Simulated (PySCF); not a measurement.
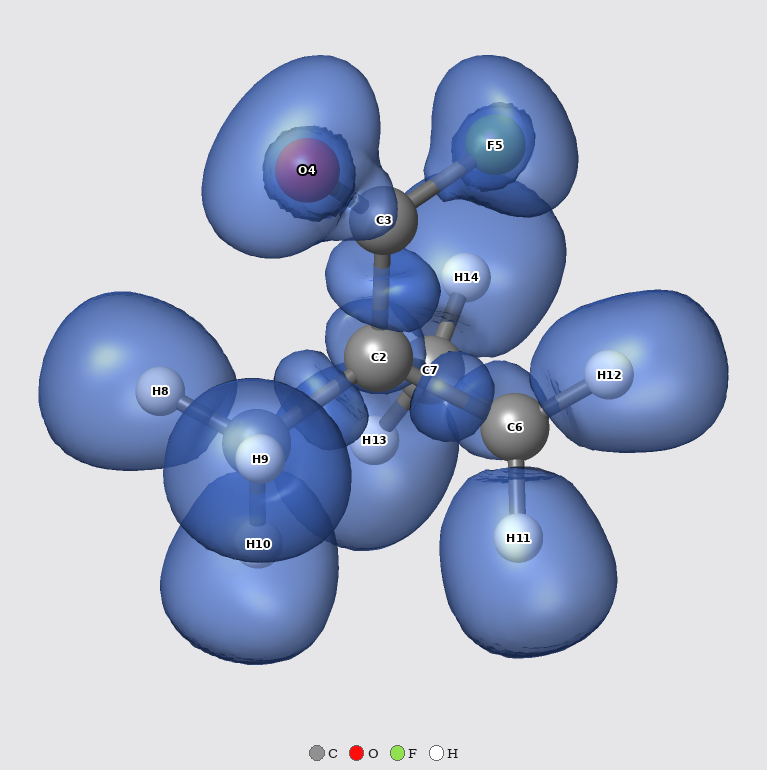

*C5H7FO (SMILES CC1(C(=O)F)CC1). Isosurface of the electron localisation function at 0.75 (blue), seen at a tilt. Core shells and regions of very low density are left out.*

Geometry: GFN2-xTB.

Theory: PySCF, CAM-B3LYP/def2-SVPD, SCF density, gas phase.

The calculation's input:

```
{"job": {"kind": "uv", "xc": "CAM-B3LYP", "basis": "def2-SVPD", "nstates": 8, "ntriplets": 3}, "charge": 0, "multiplicity": 1}
C     -0.390461    -1.422419    -0.498541
C      0.144012    -0.096571    -0.006236
C      1.589938    -0.106520     0.234755
O      2.368453    -0.986684     0.098083
F      2.047366     1.110318     0.681478
C     -0.477605     1.193526    -0.506569
C     -0.715646     0.768085     0.896500
H     -0.190634    -2.204167     0.231567
H      0.095078    -1.701541    -1.431467
H     -1.462398    -1.361517    -0.664379
H     -1.275576     1.092479    -1.225699
H      0.175480     2.033760    -0.685627
H     -1.681110     0.367452     1.164224
H     -0.227576     1.313325     1.689745
```

Launched as:

```sh
OMP_NUM_THREADS=1 python probes_run.py task.json out
```

> Describe the localisation domains.

The ELF exceeds this value in five regions between bonded C–C atoms (shared pairs), seven regions around hydrogen nuclei, one region on F in which the atom's valence shell and bonds are merged and one region on O in which the atom's valence shell and bonds are merged.

Values along the shortest contacts:
C–O (1.18 Å): the ELF peaks at about 0.85 between the atoms: a short, multiple covalent bond. C–F (1.37 Å): the ELF peaks at about 0.85 between the atoms: a shared but strongly polarised pair.
